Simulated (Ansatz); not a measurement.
Base system: AlAs in the zinc blende structure (space group F-43m, No. 216; a = 5.675 Å).

It is then changed as follows: Ga replaces 66.7 % of the Al, ordered in a cell of 6 atoms (starting symmetry Imm2) and fully relaxed.

Level of theory: PBEsol (Ansatz, a quantum-chemistry and plane-wave program, PAW, no SOC).

The zone is the changed cell's own and can be folded.

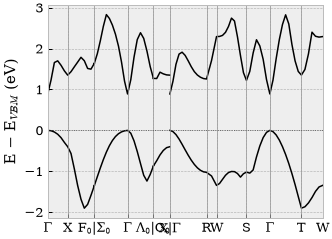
Figure: Highest valence and lowest conduction band along the path of the changed cell's own zone

Problem. From the figure, how large is the changed gap, and is it direct?

Solution. About 0.9 eV, direct at Γ.

Each cell is one ordered arrangement of few atoms, which overstates ordering effects compared with a random alloy. Stability against distortions was not tested. k-point labels follow each cell's own Brillouin zone.
